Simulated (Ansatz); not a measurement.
**SiH3Cl (singlet): RPA-PBE over a scan of the distance Cl1–H2 along a hydrogen transfer, cc-pVDZ**

How well do these functionals follow the top wave-function level for SiH3Cl (singlet) over a scan of the distance Cl1–H2 along a hydrogen transfer?

Program: Ansatz 0.2.0, Gaussian basis. Level of theory: cc-pVDZ, all electrons in the functionals, frozen cores in the correlation of double hybrids and RPA. These are calculated values, not measurements.

Plan: RPA-PBE, at 1.189 Å; 1.279 Å; 1.336 Å; 1.393 Å; 1.450 Å; 1.507 Å; 1.565 Å; 1.622 Å; 1.679 Å.

7 further runs of the same task are left out: 2 for a mislabelled method, 5 that didn't finish.

### 1 What is computed

The geometry derives from fragments relaxed apart (PBE0/def2-TZVP) and kept rigid, so it is no stationary point. A hydrogen atom is moved between rigid fragments.

5 atoms, charge 0, spin multiplicity 1.

Atoms are counted from 1 here; the program's logs count them from 0.

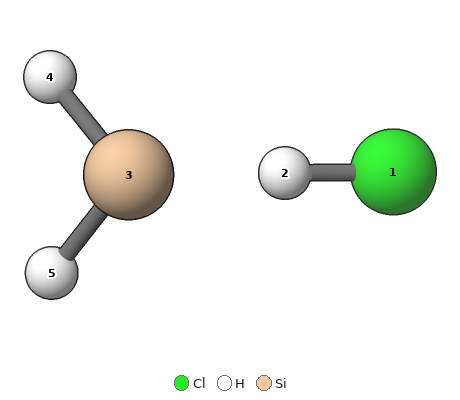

The structure; chlorine green, hydrogen white, silicon light orange; atoms are numbered from 1 in the order of the file.

No dispersion term is added.

The geometry shown and the zero of energy belong to the point 1.279 Å. The yardstick, RCCSDT(Q), and other wave-function levels (R restricted, U unrestricted, valence and pair active spaces) come from earlier runs.

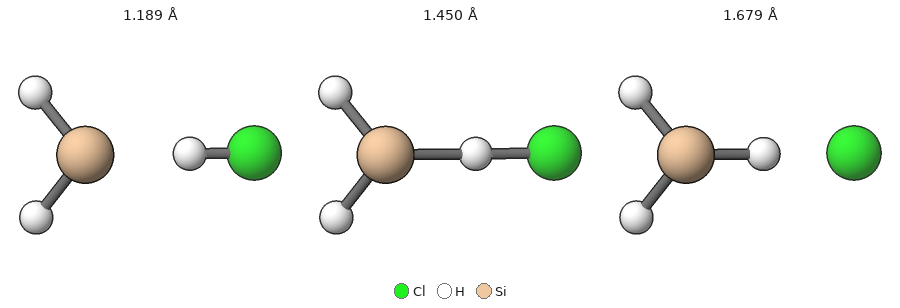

Three points of the scan; sticks are drawn by distance.

### 2 RPA-PBE, 1.189 Å

in.yaml

```yaml
crystal:
  periodic: [false, false, false]
  atoms:
    - {symbol: Cl, position_ang: [-1.447046, 0.026478, 0.000000]}
    - {symbol: H, position_ang: [-0.258046, 0.026478, 0.000000]}
    - {symbol: Si, position_ang: [1.671954, 0.026478, 0.000000]}
    - {symbol: H, position_ang: [2.284135, -0.847806, 1.090012]}
    - {symbol: H, position_ang: [2.284134, -0.847806, -1.090012]}
basis:
  gaussian: {orbitals: cc-pVDZ}
magnetization: {spin_polarized: true, initial_magnetization: 0}
hamiltonian: {xc: {name: PBE}}
correlation: {method: rpa, electrons: outside_noble_gas}
```

Launch:

```bash
> ansatz run in.yaml --threads 1 --pin off --events-out ev --progress --plain --max-ram 2393MiB
```

The log of the run:

```text
Functional definition: PBE
  name "PBE"
  cite "Perdew, Burke & Ernzerhof, Phys. Rev. Lett. 77, 3865 (1996) doi:10.1103/PhysRevLett.77.3865"
  parent pbe
  parameter kappa = 0.804
  parameter beta = 0.06672455060314922
  exchange = pbe_x(kappa = kappa, mu = beta*pi^2/3)
  correlation = pbe_c(beta = beta)
510 factors; integrals over basis functions are off by at most 1.5e-3 eV
mean field evaluation 1: about -20436.0835 eV, gradient 1.1e1 eV
mean field evaluation 2: about -20436.0813 eV, gradient 1.1e1 eV
mean field evaluation 4: about -20436.7801 eV, gradient 3.8e0 eV
mean field evaluation 8: about -20436.9613 eV, gradient 6.1e-2 eV
mean field evaluation 16: about -20435.3131 eV, gradient 3.9e0 eV
mean field -20436.96137222 eV, -751.0444777593 hartree, gradient 3.6e-6 eV, S^2 0.000000; 2 other end points of the search recorded, 0 dependent functions left out
10 core orbitals not correlated: weight in the atoms' cores, before any rotation towards them, 1.000 or more for the frozen orbitals, at most 0.000 for the correlated occupied ones
reference -20410.08858951 eV, -750.0569212095 hartree; 7, 7 occupied and 34, 34 virtual orbitals, 510 factors
Total energy: -20422.26213568 eV, -750.5042907798 hartree
```

It took 1.9 s on 1 thread of Arm Neoverse V2, shared host.

From the report: ⟨S²⟩ of the determinant 0.000 (pure singlet: 0.00).

### 3 RPA-PBE, 1.279 Å

in.yaml

```yaml
crystal:
  periodic: [false, false, false]
  atoms:
    - {symbol: Cl, position_ang: [-1.448406, 0.026478, 0.000000]}
    - {symbol: H, position_ang: [-0.169606, 0.026478, 0.000000]}
    - {symbol: Si, position_ang: [1.670594, 0.026478, 0.000000]}
    - {symbol: H, position_ang: [2.282775, -0.847806, 1.090012]}
    - {symbol: H, position_ang: [2.282775, -0.847806, -1.090012]}
basis:
  gaussian: {orbitals: cc-pVDZ}
magnetization: {spin_polarized: true, initial_magnetization: 0}
hamiltonian: {xc: {name: PBE}}
correlation: {method: rpa, electrons: outside_noble_gas}
```

The command is unchanged.

The log of the run, cut to the lines that bear on the results:

```text
Functional definition: PBE
  name "PBE"
  cite "Perdew, Burke & Ernzerhof, Phys. Rev. Lett. 77, 3865 (1996) doi:10.1103/PhysRevLett.77.3865"
  parent pbe
[...]
512 factors; integrals over basis functions are off by at most 1.2e-3 eV
[...]
mean field -20437.27774000 eV, -751.0561040606 hartree, gradient 5.8e-6 eV, S^2 0.000000; 2 other end points of the search recorded, 0 dependent functions left out
10 core orbitals not correlated: weight in the atoms' cores, before any rotation towards them, 1.000 or more for the frozen orbitals, at most 0.000 for the correlated occupied ones
reference -20410.18789258 eV, -750.0605705300 hartree; 7, 7 occupied and 34, 34 virtual orbitals, 512 factors
Total energy: -20422.48933445 eV, -750.5126401804 hartree
```

Wall time 1.9 s (1 thread of Arm Neoverse V2, shared host).

From the report: ⟨S²⟩ of the determinant 0.000 (pure singlet: 0.00).

### 4 RPA-PBE, 1.336 Å

in.yaml

```yaml
crystal:
  periodic: [false, false, false]
  atoms:
    - {symbol: Cl, position_ang: [-1.449272, 0.026478, 0.000000]}
    - {symbol: H, position_ang: [-0.113272, 0.026478, 0.000000]}
    - {symbol: Si, position_ang: [1.669728, 0.026478, 0.000000]}
    - {symbol: H, position_ang: [2.281909, -0.847806, 1.090012]}
    - {symbol: H, position_ang: [2.281908, -0.847806, -1.090012]}
basis:
  gaussian: {orbitals: cc-pVDZ}
magnetization: {spin_polarized: true, initial_magnetization: 0}
hamiltonian: {xc: {name: PBE}}
correlation: {method: rpa, electrons: outside_noble_gas}
```

The command is unchanged.

The log of the run, cut to the lines that bear on the results:

```text
Functional definition: PBE
  name "PBE"
  cite "Perdew, Burke & Ernzerhof, Phys. Rev. Lett. 77, 3865 (1996) doi:10.1103/PhysRevLett.77.3865"
  parent pbe
[...]
512 factors; integrals over basis functions are off by at most 1.2e-3 eV
[...]
mean field -20437.34714441 eV, -751.0586546258 hartree, gradient 8.5e-6 eV, S^2 0.000000; 2 other end points of the search recorded, 0 dependent functions left out
10 core orbitals not correlated: weight in the atoms' cores, before any rotation towards them, 1.000 or more for the frozen orbitals, at most 0.000 for the correlated occupied ones
reference -20410.11125649 eV, -750.0577542057 hartree; 7, 7 occupied and 34, 34 virtual orbitals, 512 factors
Total energy: -20422.50392586 eV, -750.5131764050 hartree
```

Wall time 2.1 s (1 thread of Arm Neoverse V2, shared host).

From the report: ⟨S²⟩ of the determinant 0.000 (pure singlet: 0.00).

From 1.279 Å: -0.3 kcal/mol.

### 5 RPA-PBE, 1.393 Å

in.yaml

```yaml
crystal:
  periodic: [false, false, false]
  atoms:
    - {symbol: Cl, position_ang: [-1.450135, 0.026478, 0.000000]}
    - {symbol: H, position_ang: [-0.057135, 0.026478, 0.000000]}
    - {symbol: Si, position_ang: [1.668865, 0.026478, 0.000000]}
    - {symbol: H, position_ang: [2.281045, -0.847806, 1.090012]}
    - {symbol: H, position_ang: [2.281045, -0.847806, -1.090012]}
basis:
  gaussian: {orbitals: cc-pVDZ}
magnetization: {spin_polarized: true, initial_magnetization: 0}
hamiltonian: {xc: {name: PBE}}
correlation: {method: rpa, electrons: outside_noble_gas}
```

Same command.

The log of the run, cut to the lines that bear on the results:

```text
Functional definition: PBE
  name "PBE"
  cite "Perdew, Burke & Ernzerhof, Phys. Rev. Lett. 77, 3865 (1996) doi:10.1103/PhysRevLett.77.3865"
  parent pbe
[...]
510 factors; integrals over basis functions are off by at most 1.3e-3 eV
[...]
mean field -20437.35041913 eV, -751.0587749694 hartree, gradient 2.8e-6 eV, S^2 0.000000; 2 other end points of the search recorded, 0 dependent functions left out
10 core orbitals not correlated: weight in the atoms' cores, before any rotation towards them, 1.000 or more for the frozen orbitals, at most 0.000 for the correlated occupied ones
reference -20409.96898726 eV, -750.0525259078 hartree; 7, 7 occupied and 34, 34 virtual orbitals, 510 factors
Total energy: -20422.45944980 eV, -750.5115419401 hartree
```

Wall time 2.4 s (1 thread of Arm Neoverse V2, shared host).

From the report: ⟨S²⟩ of the determinant 0.000 (pure singlet: 0.00).

From 1.279 Å: +0.7 kcal/mol.

### 6 RPA-PBE, 1.450 Å

in.yaml

```yaml
crystal:
  periodic: [false, false, false]
  atoms:
    - {symbol: Cl, position_ang: [-1.450998, 0.026478, 0.000000]}
    - {symbol: H, position_ang: [-0.000998, 0.026478, 0.000000]}
    - {symbol: Si, position_ang: [1.668002, 0.026478, 0.000000]}
    - {symbol: H, position_ang: [2.280182, -0.847806, 1.090012]}
    - {symbol: H, position_ang: [2.280182, -0.847806, -1.090012]}
basis:
  gaussian: {orbitals: cc-pVDZ}
magnetization: {spin_polarized: true, initial_magnetization: 0}
hamiltonian: {xc: {name: PBE}}
correlation: {method: rpa, electrons: outside_noble_gas}
```

The command is unchanged.

The log of the run, cut to the lines that bear on the results:

```text
Functional definition: PBE
  name "PBE"
  cite "Perdew, Burke & Ernzerhof, Phys. Rev. Lett. 77, 3865 (1996) doi:10.1103/PhysRevLett.77.3865"
  parent pbe
[...]
508 factors; integrals over basis functions are off by at most 1.2e-3 eV
[...]
mean field -20437.30705873 eV, -751.0571815041 hartree, gradient 4.7e-6 eV, S^2 0.000000; 3 other end points of the search recorded, 0 dependent functions left out
10 core orbitals not correlated: weight in the atoms' cores, before any rotation towards them, 1.000 or more for the frozen orbitals, at most 0.000 for the correlated occupied ones
reference -20409.78512687 eV, -750.0457691633 hartree; 7, 7 occupied and 34, 34 virtual orbitals, 508 factors
Total energy: -20422.37886486 eV, -750.5085804982 hartree
```

It took 3.2 s on 1 thread of Arm Neoverse V2, shared host.

From the report: ⟨S²⟩ of the determinant 0.000 (pure singlet: 0.00).

From 1.279 Å: +2.5 kcal/mol.

### 7 RPA-PBE, 1.507 Å

in.yaml

```yaml
crystal:
  periodic: [false, false, false]
  atoms:
    - {symbol: Cl, position_ang: [-1.451861, 0.026478, 0.000000]}
    - {symbol: H, position_ang: [0.055139, 0.026478, 0.000000]}
    - {symbol: Si, position_ang: [1.667139, 0.026478, 0.000000]}
    - {symbol: H, position_ang: [2.279319, -0.847806, 1.090012]}
    - {symbol: H, position_ang: [2.279319, -0.847806, -1.090012]}
basis:
  gaussian: {orbitals: cc-pVDZ}
magnetization: {spin_polarized: true, initial_magnetization: 0}
hamiltonian: {xc: {name: PBE}}
correlation: {method: rpa, electrons: outside_noble_gas}
```

Same command.

The log of the run, cut to the lines that bear on the results:

```text
Functional definition: PBE
  name "PBE"
  cite "Perdew, Burke & Ernzerhof, Phys. Rev. Lett. 77, 3865 (1996) doi:10.1103/PhysRevLett.77.3865"
  parent pbe
[...]
509 factors; integrals over basis functions are off by at most 1.4e-3 eV
[...]
mean field -20437.22799682 eV, -751.0542760324 hartree, gradient 6.8e-6 eV, S^2 0.000000; 4 other end points of the search recorded, 0 dependent functions left out
10 core orbitals not correlated: weight in the atoms' cores, before any rotation towards them, 1.000 or more for the frozen orbitals, at most 0.000 for the correlated occupied ones
reference -20409.57507725 eV, -750.0380499822 hartree; 7, 7 occupied and 34, 34 virtual orbitals, 509 factors
Total energy: -20422.27560924 eV, -750.5047859239 hartree
```

It took 4.8 s on 1 thread of Arm Neoverse V2, shared host.

From the report: ⟨S²⟩ of the determinant 0.000 (pure singlet: 0.00).

From 1.279 Å: +4.9 kcal/mol.

### 8 RPA-PBE, 1.565 Å

in.yaml

```yaml
crystal:
  periodic: [false, false, false]
  atoms:
    - {symbol: Cl, position_ang: [-1.452740, 0.026478, 0.000000]}
    - {symbol: H, position_ang: [0.112260, 0.026478, 0.000000]}
    - {symbol: Si, position_ang: [1.666260, 0.026478, 0.000000]}
    - {symbol: H, position_ang: [2.278441, -0.847806, 1.090012]}
    - {symbol: H, position_ang: [2.278441, -0.847806, -1.090012]}
basis:
  gaussian: {orbitals: cc-pVDZ}
magnetization: {spin_polarized: true, initial_magnetization: 0}
hamiltonian: {xc: {name: PBE}}
correlation: {method: rpa, electrons: outside_noble_gas}
```

Launched as before.

The log of the run, cut to the lines that bear on the results:

```text
Functional definition: PBE
  name "PBE"
  cite "Perdew, Burke & Ernzerhof, Phys. Rev. Lett. 77, 3865 (1996) doi:10.1103/PhysRevLett.77.3865"
  parent pbe
[...]
511 factors; integrals over basis functions are off by at most 1.2e-3 eV
[...]
mean field -20437.11492463 eV, -751.0501207061 hartree, gradient 2.9e-6 eV, S^2 0.000000; 9 other end points of the search recorded, 0 dependent functions left out
10 core orbitals not correlated: weight in the atoms' cores, before any rotation towards them, 1.000 or more for the frozen orbitals, at most 0.000 for the correlated occupied ones
reference -20409.34199927 eV, -750.0294845241 hartree; 7, 7 occupied and 34, 34 virtual orbitals, 511 factors
Total energy: -20422.15245725 eV, -750.5002601717 hartree
```

It took 11 s on 1 thread of Arm Neoverse V2, shared host.

From the report: ⟨S²⟩ of the determinant 0.000 (pure singlet: 0.00).

From 1.279 Å: +7.8 kcal/mol.

### 9 RPA-PBE, 1.622 Å

in.yaml

```yaml
crystal:
  periodic: [false, false, false]
  atoms:
    - {symbol: Cl, position_ang: [-1.453603, 0.026478, 0.000000]}
    - {symbol: H, position_ang: [0.168397, 0.026478, 0.000000]}
    - {symbol: Si, position_ang: [1.665397, 0.026478, 0.000000]}
    - {symbol: H, position_ang: [2.277578, -0.847806, 1.090012]}
    - {symbol: H, position_ang: [2.277578, -0.847806, -1.090012]}
basis:
  gaussian: {orbitals: cc-pVDZ}
magnetization: {spin_polarized: true, initial_magnetization: 0}
hamiltonian: {xc: {name: PBE}}
correlation: {method: rpa, electrons: outside_noble_gas}
```

Same command.

The log of the run, cut to the lines that bear on the results:

```text
Functional definition: PBE
  name "PBE"
  cite "Perdew, Burke & Ernzerhof, Phys. Rev. Lett. 77, 3865 (1996) doi:10.1103/PhysRevLett.77.3865"
  parent pbe
[...]
511 factors; integrals over basis functions are off by at most 1.2e-3 eV
[...]
mean field -20436.96948621 eV, -751.0447759428 hartree, gradient 4.9e-8 eV, S^2 0.016363; 10 other end points of the search recorded, 0 dependent functions left out
10 core orbitals not correlated: weight in the atoms' cores, before any rotation towards them, 1.000 or more for the frozen orbitals, at most 0.000 for the correlated occupied ones
reference -20409.11643188 eV, -750.0211950756 hartree; 7, 7 occupied and 34, 34 virtual orbitals, 511 factors
Total energy: -20422.00726987 eV, -750.4949246340 hartree
```

Run time: 14 s. Hardware: 1 thread of Arm Neoverse V2, shared host.

From the report: ⟨S²⟩ of the determinant 0.016 (pure singlet: 0.00).

From 1.279 Å: +11.1 kcal/mol.

### 10 RPA-PBE, 1.679 Å

in.yaml

```yaml
crystal:
  periodic: [false, false, false]
  atoms:
    - {symbol: Cl, position_ang: [-1.454466, 0.026478, 0.000000]}
    - {symbol: H, position_ang: [0.224534, 0.026478, 0.000000]}
    - {symbol: Si, position_ang: [1.664534, 0.026478, 0.000000]}
    - {symbol: H, position_ang: [2.276715, -0.847806, 1.090012]}
    - {symbol: H, position_ang: [2.276715, -0.847806, -1.090012]}
basis:
  gaussian: {orbitals: cc-pVDZ}
magnetization: {spin_polarized: true, initial_magnetization: 0}
hamiltonian: {xc: {name: PBE}}
correlation: {method: rpa, electrons: outside_noble_gas}
```

Same command.

The log of the run, cut to the lines that bear on the results:

```text
Functional definition: PBE
  name "PBE"
  cite "Perdew, Burke & Ernzerhof, Phys. Rev. Lett. 77, 3865 (1996) doi:10.1103/PhysRevLett.77.3865"
  parent pbe
[...]
511 factors; integrals over basis functions are off by at most 1.3e-3 eV
[...]
mean field -20436.78615472 eV, -751.0380386348 hartree, gradient 6.5e-6 eV, S^2 0.129377; 11 other end points of the search recorded, 0 dependent functions left out
10 core orbitals not correlated: weight in the atoms' cores, before any rotation towards them, 1.000 or more for the frozen orbitals, at most 0.000 for the correlated occupied ones
reference -20409.02150007 eV, -750.0177063961 hartree; 7, 7 occupied and 34, 34 virtual orbitals, 511 factors
Total energy: -20421.81738248 eV, -750.4879464012 hartree
```

It took 10 s on 1 thread of Arm Neoverse V2, shared host.

From the report: ⟨S²⟩ of the determinant 0.129 (pure singlet: 0.00).

From 1.279 Å: +15.5 kcal/mol.

### 11 Against the wave-function levels

The yardstick is RCCSDT(Q), where the cluster series has nearly closed. It comes from earlier runs at the same points. Energies in kcal/mol, counted from 1.279 Å; blanks weren't run or aren't comparable.

```tsv
level	1.189 Å	1.279 Å	1.336 Å	1.393 Å	1.450 Å	1.507 Å	1.565 Å	1.622 Å	1.679 Å
RCCSDT(Q)		0.0	0.0	1.3	3.5	6.1	9.0	12.3	16.1
RPA-PBE	5.2	0.0	-0.3	0.7	2.5	4.9	7.8	11.1	15.5
```

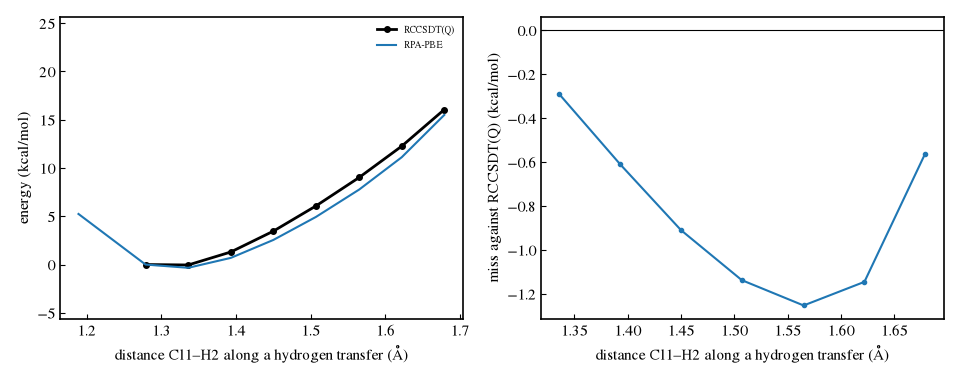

Left: the curves (the axis may cut off levels that run far away). Right: misses against RCCSDT(Q), in the same colours.

Largest miss and mean time a point (RCCSDT(Q) took 12 s a point; shared hosts):

```tsv
level	largest miss (kcal/mol)	where	time a point
RPA-PBE	-1.3	1.565 Å	5.6 s
```

### 12 Outcome

```
                                              quantity                    value
span of the RCCSDT(Q) curve (points where it is known)            16.1 kcal/mol
                                 largest miss, RPA-PBE  -1.3 kcal/mol (1.565 Å)
```

**Reading.** Misses are known at 7 of 8 points at best, and only functionals with that many are ranked. RPA-PBE strays by up to 1.3 kcal/mol, at 1.565 Å. Functionals and the yardstick converge differently with the basis, so part of each miss in cc-pVDZ is the basis.
